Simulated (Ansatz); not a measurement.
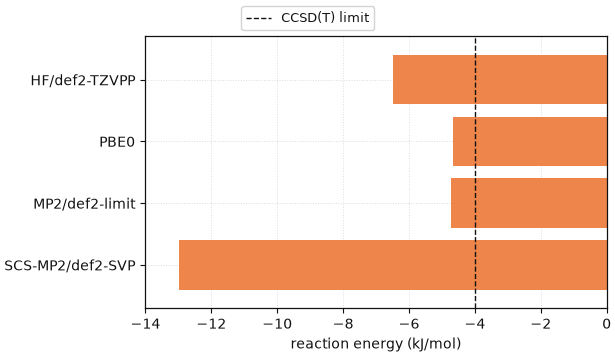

Electronic reaction energy of SiH₃SeO₂F (O[Si](O)(F)[SeH]) + BNH₄ (BN) → BNH₄Se (NB[SeH]) + SiH₃O₂F (O[SiH](O)F) (SMILES in brackets) at several levels (functionals in def2-TZVPP unless a basis is named), isolated molecules at PBE0-D4 triple-zeta geometries, minima by their frequencies, no zero-point or thermal terms, the Ansatz code 0.2.0. The line is frozen-core CCSD(T) at the basis limit (MP2 extrapolated from triple and quadruple zeta, plus CCSD(T) less MP2 in a smaller set). The distance of SCS-MP2/def2-SVP to the limit includes basis error.

Q: What do zero-point energy and temperature add?

A: Zero-point change 1.5 kJ/mol; at 298.15 K and 1 bar the CCSD(T) limit plus thermal terms gives an enthalpy of reaction of −5.1 and a free energy of −4.4 kJ/mol (harmonic PBE0-D4 modes, ideal gas).

Q: Give the values.

A:
```tsv
level	kJ/mol	less CCSD(T) limit
HF/def2-TZVPP	−6.5	−2.5
PBE0	−4.7	−0.7
MP2/def2-limit	−4.7	−0.7
SCS-MP2/def2-SVP	−13.0	−9.0
CCSD(T) limit	−4.0	0.0
```

Known limits of this run: no scalar relativity up to krypton; outer-core shells are correlated without core-valence functions, which makes the correlated values less sure.
